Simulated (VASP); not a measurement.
Band structure of RbBr (rock salt). These are rev-vdW-DF2, VASP's PBE PAW potentials (set 64) (plane waves; VASP) values and carry that method's errors.

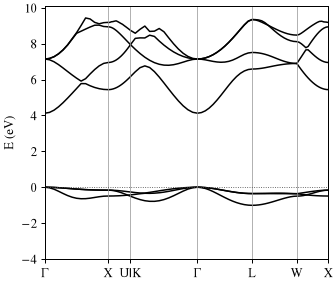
Figure. Bands along high-symmetry lines, zero at the valence-band maximum or, without a gap, the Fermi level

Read the plot: is there a gap, and where are the band edges?

The gap is direct, 4.13 eV, from the valence maximum at Γ to the conduction minimum at Γ. (Edges off the drawn lines would not show.)

Measured: gap 7.20 eV (computed value off by -3.07 eV), as given by Aguado et al., (1998), arXiv:cond-mat/9809176.

The compound is RbBr in the rock salt structure. It was relaxed first.
